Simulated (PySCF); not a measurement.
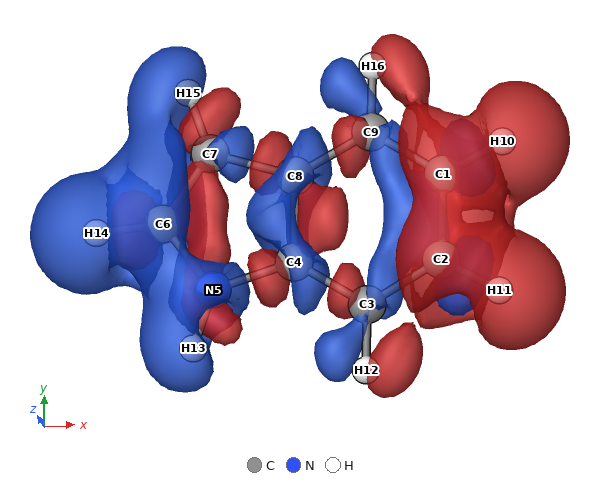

Figure. C₈H₇N, SMILES `c1ccc2[nH]ccc2c1`. Change of the electron density in a uniform field of 0.26 V/Å, surfaces at ±0.0015 e/Å³ (red: gain, blue: loss).

Computed with PySCF, BLYP/6-311G**, geometry: GFN2-xTB. No frequency check shows the geometry to be a minimum. A basis without diffuse functions makes polarisabilities too small.

The field was applied in both directions; the picture shows the one opposite to the script's first.

### Along which Cartesian direction does the field point?

Along −x: electrons gather on the +x side, against the field.

### What dipole is induced, and what polarisability does it imply?

The induced dipole is 1.66 D (along the field); α along this axis, from the fields in both directions, is 130 bohr³ (19.3 Å³).

Cost of the run: 2.3 min on 1 thread of Arm Neoverse V2, on a shared host, peak memory 0.73 GiB.
